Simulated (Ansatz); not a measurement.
## A computed series for Mo: pressure series

The reference is Mo in the bcc (W type) structure (space group Im-3m, No. 229; a = 3.151 Å).

Cell and atoms are relaxed at each pressure.

The values are results of Ansatz (a first-principles code), r2SCAN, PAW, cutoff 500 eV, no spin-orbit coupling, not measurements.

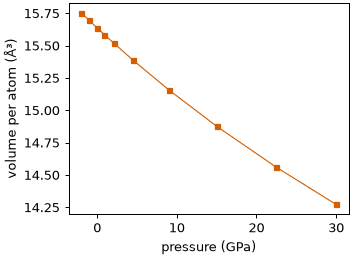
*Volume per atom against pressure*

Task: From the plot, what is the volume per atom for pressure 22.5 GPa?

Result: About 14.6 Å³.

Task: Is the trend monotonic over the range shown?

Result: Yes, it falls throughout, spanning 14.27 Å³ to 15.75 Å³.

Load acts through the strain it causes; cell and atoms are relaxed under it. Whether these cells are dynamically stable was not tested. Competing high-pressure phases were not computed. All final runs are without spin polarisation.
